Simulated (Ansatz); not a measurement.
**Molecular dynamics of Cu₁₈N (part 5 of 5)**

The same run, continued: Cu₁₈N (slab, 19 atoms in the cell); DFT PBE-D3(BJ), scalar-relativistic, plane waves, PAW, PAW set soft_1, no spin polarisation (Ansatz 0.2.0); cutoff 420 eV, 2×3×1 k-mesh, Fermi–Dirac smearing of 0.05 eV. One setting was made poor on purpose. The input holds or restrains some coordinates. It belongs to a series of runs on one base structure; here: dynamics from the start.

Geometry of the input (Å; fractional positions):
```
10.8300  0.0000  0.0000
0.0000  5.1053  0.0000
0.0000  0.0000  15.5527
Cu 0.0000  0.0000  0.0643
Cu 0.3333  0.0000  0.0643
Cu 0.6667  0.0000  0.0643
Cu 0.0000  0.5000  0.0643
Cu 0.3333  0.5000  0.0643
Cu 0.6667  0.5000  0.0643
Cu 0.1672  0.2531  0.1417
Cu 0.4995  0.2531  0.1417
Cu 0.8333  0.2379  0.1453
Cu 0.1672  0.7470  0.1416
Cu 0.4995  0.7470  0.1416
Cu 0.8333  0.7618  0.1453
Cu 0.0120  0.0002  0.2233
Cu 0.3333  -0.0001  0.2203
Cu 0.6547  0.0001  0.2233
Cu 0.0059  0.5001  0.2267
Cu 0.3333  0.5000  0.2215
Cu 0.6609  0.5001  0.2266
N  0.8334  0.4999  0.2361
```

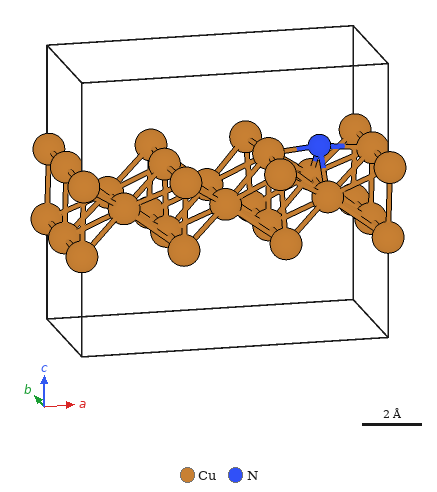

*The geometry at step 50 of the log (ball-and-stick view of the cell of the calculation, with the vacuum cut short, seen slightly off an axis).*

Trajectory as extended XYZ, continued
```
19
Lattice="10.8300 0.0000 0.0000 0.0000 5.1053 0.0000 0.0000 0.0000 15.5527" Properties=species:S:1:pos:R:3:forces:R:3 step=50 time_fs=50.0 energy=-119629.93246 temperature=2740.2
Cu    0.0000    0.0000    1.0000   -0.0247   0.0077   0.1300
Cu    3.6100    0.0000    1.0000   -0.1607   0.0488  -0.1237
Cu    7.2200    0.0000    1.0000    0.0368  -0.0846   0.0601
Cu    0.0000    2.5527    1.0000   -0.0253  -0.0092  -0.0058
Cu    3.6100    2.5527    1.0000    0.0042  -0.0463  -0.3734
Cu    7.2200    2.5527    1.0000   -0.0829   0.1973   0.1386
Cu    1.8091    1.3144    2.2481   -0.0989  -0.6360  -0.1930
Cu    5.4060    1.3352    2.1713   -0.0446  -0.1027   0.0221
Cu    9.0004    1.2606    2.2259    0.2056  -0.3405  -0.2198
Cu    1.8179    3.7345    2.1921   -0.3218   0.8921   0.0344
Cu    5.3527    3.8299    2.2237    0.6736  -0.1509  -0.0863
Cu    9.0461    3.9298    2.3174   -0.2796  -0.5818   0.2009
Cu    0.0741    0.0241    3.4769    0.2244  -0.1105  -0.0659
Cu    3.6756   -0.0150    3.4052   -0.2937   0.2222   0.1756
Cu    7.0427    0.0721    3.4580    0.0351  -0.6718   0.0385
Cu    0.0653    2.5504    3.5157   -0.5295   0.0751   0.1371
Cu    3.5429    2.5695    3.3985    0.3545  -0.1669   0.4679
Cu    7.1984    2.4608    3.5723   -0.8803   0.7836  -0.2175
N     8.9836    2.3967    3.7563    1.2076   0.6746  -0.1200
```
